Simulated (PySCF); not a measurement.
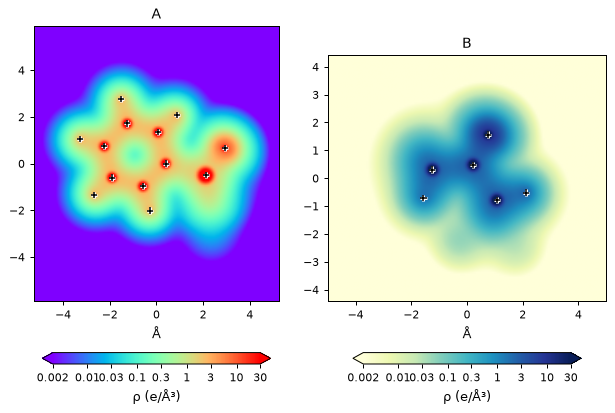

The electron density of 2 systems, each on a plane through atoms (crosses mark nuclei in the plane).

Method: CAM-B3LYP/6-31G*, SCF density, gas phase, non-relativistic in PySCF 2.14.0.

System 1: C₁₂H₁₀O₂S (SMILES O=S(=O)(c1ccccc1)c1ccccc1), the plane of atoms C9, C8 and H19. Geometry: GFN2-xTB.

```xyz
25

O     0.2836    0.4304    2.7946
S     0.1800   -0.5374    1.7346
O     0.2194   -1.9352    2.0747
C    -1.3208   -0.2055    0.8011
C    -1.7103   -1.1067   -0.1707
C    -2.8437   -0.8418   -0.9208
C    -3.5672    0.3191   -0.6923
C    -3.1659    1.2160    0.2851
C    -2.0324    0.9537    1.0373
C     1.4604   -0.2093    0.5154
C     2.1375   -1.2619   -0.0669
C     3.0936   -0.9978   -1.0341
C     3.3540    0.3116   -1.4064
C     2.6682    1.3607   -0.8132
C     1.7125    1.1000    0.1543
H    -1.1332   -2.0066   -0.3153
H    -3.1644   -1.5388   -1.6803
H    -4.4516    0.5232   -1.2774
H    -3.7357    2.1158    0.4622
H    -1.6947    1.6210    1.8147
H     1.9141   -2.2662    0.2577
H     3.6354   -1.8103   -1.4942
H     4.0992    0.5172   -2.1605
H     2.8798    2.3788   -1.1032
H     1.1715    1.8942    0.6443
```

System 2: C₄H₆BF₃O₃ (SMILES O=C(CB(O)O)CC(F)(F)F), the plane of atoms C3, C2 and C7. Geometry: GFN2-xTB.

```xyz
17

O     0.1374   -0.1386    2.2576
C    -0.1829   -0.5275    1.1573
C     0.7917   -1.0314    0.1649
B     1.7963    0.2059   -0.2087
O     2.1901    0.3130   -1.4833
O     2.2244    1.0540    0.7398
C    -1.6451   -0.4278    0.7041
C    -1.8107    0.5756   -0.4213
F    -3.1028    0.8964   -0.6029
F    -1.1642    1.7254   -0.1906
F    -1.3738    0.1185   -1.6024
H     1.4282   -1.7793    0.6396
H     0.3309   -1.4595   -0.7185
H     2.7776    1.0472   -1.6678
H     1.8553    0.9253    1.6196
H    -2.0054   -1.3954    0.3509
H    -2.2540   -0.0898    1.5459
```

Q: Match each panel to its system.

A: Panel A is system 1, C₁₂H₁₀O₂S: the plane holds O, S, C and H. C–C (1.38 Å): ρ at the midpoint is about 2.2 e/Å³. Panel B is system 2, C₄H₆BF₃O₃: the plane holds O, C and H. C–O (1.21 Å): ρ at the midpoint is about 3.3 e/Å³.
